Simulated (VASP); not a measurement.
Consider the following.

```
MgB2
1.0
    1.53776    -2.66349     0.00000
    1.53776     2.66349     0.00000
    0.00000     0.00000     3.48093
Mg B
1 2
Cartesian
  0.00000   0.00000   3.48093
  1.53776   0.88783   1.74046
  1.53776  -0.88783   1.74046
```

Computed with r2SCAN meta-GGA, VASP's PBE PAW potentials (set 64) (plane waves; VASP). Numerical set-up: 520 eV cut-off, 13×13×10 Γ-centred mesh, tetrahedra with Blöchl corrections, potentials Mg B.

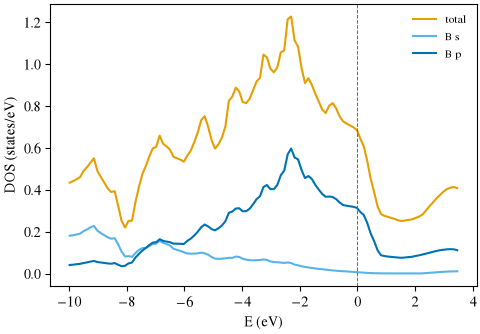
*Total and projected density of states, zero at the Fermi level*

Within 2 eV below the Fermi level the largest weight inside VASP's projection spheres is B p.

It has no gap at this level: it comes out as a metal or semimetal.

The compound is MgB2 in the AlB2 type structure. It was relaxed first.
